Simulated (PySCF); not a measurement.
**BH2O (SMILES B[O]) at UPBE/STO-3G**

Aim: the vertical doublet–quartet gap of BH2O at UPBE/STO-3G, from 2 runs. Input form: a Python script.

The calculation is run with PySCF 2.14.0.

9 further runs of the same task are left out: 1 that didn't finish, 8 set aside as unsound or not needed.

**1. The molecule**

BH2O has 4 atoms, charge 0, and is taken as a doublet. SMILES: `B[O]`. Geometry: relaxed at PBE0-D4/def2-TZVP.

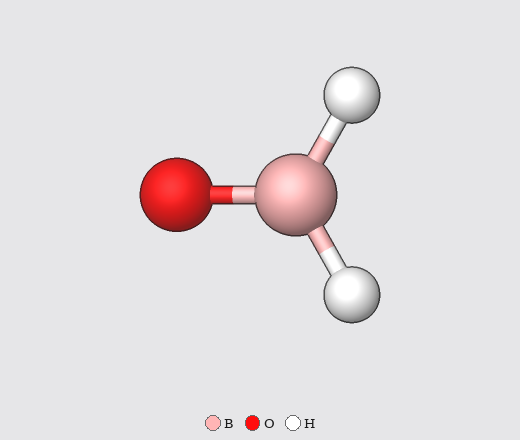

Viewed from a chosen angle; boron pink, oxygen red, hydrogen white.

**2. The energy at UPBE/STO-3G**

The input, run.py:

```python
from pyscf import gto, dft

molecule = gto.M(
    atom='''
B     -0.002079    -0.019464    -0.028535
O      1.937536    -0.644019     1.279156
H     -1.989126    -1.110592     0.286482
H      0.158548     1.660124    -1.575276
''',
    basis='sto-3g',
    unit='bohr',
    verbose=4,
    max_memory=1860,
    spin=1,
)

mf = dft.UKS(molecule, xc='pbe')
mf.grids.level = 5
mf.conv_tol = 1e-10
mf.kernel()
if not mf.converged:
    mf = mf.newton().run(mf.mo_coeff, mf.mo_occ)

e_final = mf.e_tot
print('Final energy', e_final)
```

On the command line:

```
OMP_NUM_THREADS=1 python run.py
```

Standard output:

```text
PySCF version 2.14.0

[INPUT] num. atoms = 4
[INPUT] num. electrons = 15
[INPUT] charge = 0
[INPUT] spin (= nelec alpha-beta = 2S) = 1
[INPUT] symmetry False subgroup None
[INPUT] Mole.unit = bohr
[INPUT] Symbol           X                Y                Z      unit          X                Y                Z       unit  Magmom
[INPUT]  1 B     -0.001100159422  -0.010299905233  -0.015100071714 AA   -0.002079000000  -0.019464000000  -0.028535000000 Bohr   0.0
[INPUT]  2 O      1.025299896537  -0.340800178199   0.676900204412 AA    1.937536000000  -0.644019000000   1.279156000000 Bohr   0.0
[INPUT]  3 H     -1.052600148848  -0.587699977030   0.151599745739 AA   -1.989126000000  -1.110592000000   0.286482000000 Bohr   0.0
[INPUT]  4 H      0.083899988437   0.878499788101  -0.833600160109 AA    0.158548000000   1.660124000000  -1.575276000000 Bohr   0.0

[... 85 lines left out ...]
converged SCF energy = -99.7750143627323  <S^2> = 0.7549383  2S+1 = 2.0049322
Final energy -99.77501436273228
```

It took 2.5 s on 1 thread of Arm Neoverse V1, shared host; peak memory 0.17 GiB.

**3. The quartet, same level**

The input, input.py:

```python
from pyscf import gto, dft

mol = gto.Mole()
mol.atom = '''
B   -0.001100  -0.010300  -0.015100
O    1.025300  -0.340800   0.676900
H   -1.052600  -0.587700   0.151600
H    0.083900   0.878500  -0.833600
'''
mol.spin = 3
mol.basis = 'sto-3g'
mol.verbose = 3
mol.max_memory = 1860
mol.build()

mf = dft.UKS(mol)
mf.xc = 'pbe'
mf.grids.level = 5
mf.conv_tol = 1e-10
mf.kernel()
if not mf.converged:
    mf = mf.newton().run(mf.mo_coeff, mf.mo_occ)

etot = mf.e_tot
print('E = %.10f Eh' % etot)
```

On the command line:

```
OMP_NUM_THREADS=1 python input.py
```

Standard output:

```text
WARN: HOMO 0.00859849228543352 >= LUMO -0.356830613586569

WARN: HOMO 0.0541596410335537 >= LUMO -0.185779268574006

WARN: HOMO 0.0436406746317612 >= LUMO -0.217391195646119

WARN: HOMO 0.0394459096025115 >= LUMO -0.207719558755474

WARN: HOMO 0.0408477470090367 >= LUMO -0.208605393824299

WARN: HOMO 0.040796701508058 >= LUMO -0.208821684126698

WARN: HOMO 0.0407939840154082 >= LUMO -0.208826161957723

WARN: HOMO 0.0407936704488159 >= LUMO -0.208827010581352

WARN: HOMO 0.0407935928168507 >= LUMO -0.208826911369174

converged SCF energy = -99.5014555123976  <S^2> = 3.7512819  2S+1 = 4.0006409
E = -99.5014555124 Eh
```

Run time: 2.2 s. Hardware: 1 thread of Arm Neoverse V1, shared host; peak memory 0.17 GiB.

**4. What came out**

Level: UPBE/STO-3G.

| quantity | value |
| --- | --- |
| doublet: total energy | -99.77501 Eh |
| doublet: dipole moment | 0.28 D |
| doublet: HOMO energy (highest over α and β) | -5.12 eV |
| doublet: LUMO energy (lowest over α and β) | -2.83 eV |
| doublet: ⟨S²⟩ | 0.755 |
| quartet: total energy | -99.50146 Eh |
| quartet: dipole moment | 0.95 D |
| quartet: ⟨S²⟩ | 3.751 |
| vertical energy of the quartet above the doublet | 7.444 eV |

At this shape the quartet lies 7.44 eV (718 kJ/mol) above the doublet. In a minimal basis such a difference can be off by several eV, whatever the method. Mulliken charges (doublet) run from -0.09 on O2 to +0.08 on B1.
